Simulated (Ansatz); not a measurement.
# PH3 (phosphine): a line through the functionals

PH3: 4 atoms, total charge 0, spin state singlet. As SMILES, `P`. The coordinates come from a PBE0-D4/def2-TZVP relaxation.

The vertical energy of the triplet above the singlet y, in eV, basis 6-31G; a is the functional's share of exact exchange. Programs: Ansatz 0.2.0.

```
functional  program     a  y (eV)
       PBE   Ansatz     0    6.43
    revPBE   Ansatz     0    6.41
     B3LYP   Ansatz   0.2    6.55
      PBE0   Ansatz  0.25    6.48
   r2SCAN0   Ansatz  0.25       ?
     BHLYP   Ansatz   0.5    6.60
```

Problem. Fit y = c + s·a to the known rows and predict r2SCAN0.

Solution. 
1. Means of the 5 rows: a = 0.1900, y = 6.494.
2. Σ(Δa)² = 0.172, Σ(Δa·Δy) = 0.0607, so the slope is 0.0607/0.172 = 0.35291.
3. Intercept: 6.494 − (0.35291) × 0.1900 = 6.427. The largest residual of the fit is 0.052.
4. r2SCAN0: 6.427 + (0.35291) × 0.25 = 6.52 eV.

The run gave 6.43 eV, so the prediction is off by +0.09 eV, more than the largest residual.

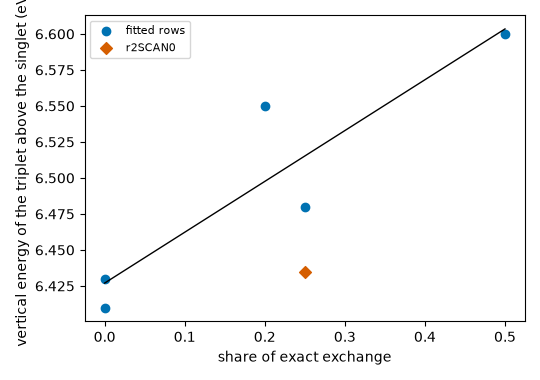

The fitted line, with the withheld row.
